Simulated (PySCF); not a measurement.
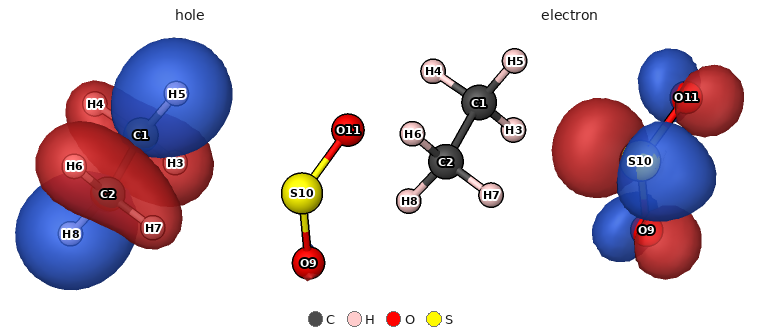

Figure. C₂H₆O₂S, SMILES `CC.O=S=O`. Leading natural transition orbital pair of S₃ (TDA singlet states); the surfaces enclose about 85 % of each orbital's density.

Level of theory: B3LYP/def2-SVP (PySCF), at a geometry from GFN2-xTB. The pair's geometry is semi-empirical, so its contact may be too short or too long. GFN2-xTB bond lengths at metals and heavier atoms can be off by up to 0.1 Å and shapes distorted, which carries into these values. Without diffuse functions Rydberg states are missing, so the states' numbers hold for this basis only.

Input script:

```python
import numpy as np
from pyscf import gto, scf, dft, tdscf
from pyscf.scf import atom_ks, atom_hf
from scipy.linalg import block_diag

def solve(mol, dm0=None, hcore=None):
    mf = (dft.UKS if mol.spin else dft.RKS)(mol, xc='b3lyp')
    mf.grids.level = 3
    mf = mf.density_fit(auxbasis='def2-universal-jkfit')
    mf.conv_tol, mf.max_cycle = 1e-8, 80
    if hcore is not None:
        mf.get_hcore = lambda *args: hcore
    mf.kernel(dm0)
    if not mf.converged:
        mf = mf.newton().run(mf.mo_coeff, mf.mo_occ, max_cycle=30)
    assert mf.converged, 'SCF not converged'
    return mf

mol = gto.M(atom='''
C     -1.87729     0.69837    -0.46754
C     -2.43325    -0.45962     0.34914
H     -1.16199     0.34303    -1.20867
H     -2.68129     1.20142    -1.00096
H     -1.39044     1.43377     0.17045
H     -3.13724    -0.09597     1.09405
H     -1.64055    -1.00122     0.86145
H     -2.95558    -1.16029    -0.29749
O      1.26576    -1.21614    -0.51953
S      0.95567    -0.08745     0.31138
O      1.67669     1.12189     0.03322
''', basis='def2-svp', charge=0, spin=0, verbose=4)
mf = solve(mol)
td = mf.TDA()
td.nstates, td.singlet, td.conv_tol = 5, True, 1e-5
td.kernel()
td.analyze()
x, y = np.array([p[0] for p in td.xy]), np.array([p[1] + 0 * p[0] for p in td.xy])
f, mu = td.oscillator_strength(), td.transition_dipole()
nto = [td.get_nto(state=i + 1, verbose=4) for i in range(len(td.e))]
# spherically averaged free atoms, for the promolecule
atm = atom_ks.get_atm_nrks(mol, xc='b3lyp')
pro = block_diag(*[(atm[a[0]][2] * atm[a[0]][3]) @ atm[a[0]][2].T for a in mol._atom])
np.savez('result.npz', e=td.e, f=f, ok=td.converged, w=[n[0] for n in nto], nto=[n[1] for n in nto], x=x, y=y, c=mf.mo_coeff, occ=mf.mo_occ, eps=mf.mo_energy, pro=pro, mu=mu)
```

Launched as:

```sh
OMP_NUM_THREADS=1 python input.py
```

The run took 2.5 min on 1 thread of Arm Neoverse V1, on a shared host, peak memory 0.59 GiB.

**What kind of excitation is it, and where does it lie?**

5.77 eV (215 nm), f = 0.001 (very weak), charge transfer, whose energy this functional puts too low; the leading pair carries 100 %; hole on C1 and C2 (24 % each), H5 and H8 (15 % each) and H3 and H6 (7 % each), electron on S10 (49 %) and O9 and O11 (23 % each); their centroids lie 3.2 Å apart; S₄ lies within 0.1 eV of it. In canonical orbitals it is mainly HOMO−2 → LUMO (71 %). The HOMO–LUMO gap is 5.59 eV.
